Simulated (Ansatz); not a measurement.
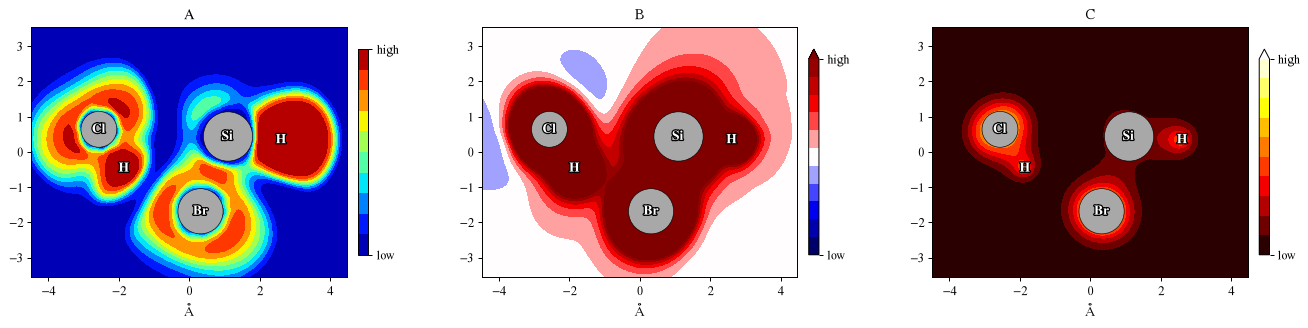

BrH₃Si···HCl: 3 fields on the plane of atoms Br2, Si1 and H3, with unlabelled colour scales. Grey discs cover the atomic cores.

Theory: RKS PBE-D4/def2-SVP (Ansatz).

> Match the panels to the quantities (electron density, electron localisation function and electrostatic potential).

Panel A: electron localisation function. Panel B: electrostatic potential (strongly positive close to the atoms, with negative regions outside electron-rich atoms). Panel C: electron density. From the grid: Br2···H6 (2.50 Å): the density falls to about 0.12 e/Å³ on the way; the ELF dips to about 0.15 between them. Si–Br (2.26 Å): ρ at the midpoint is about 0.7 e/Å³, with its minimum of 0.54 e/Å³ about 0.8 Å from Si; the ELF peaks at about 0.85 between the atoms (a shared but strongly polarised pair).
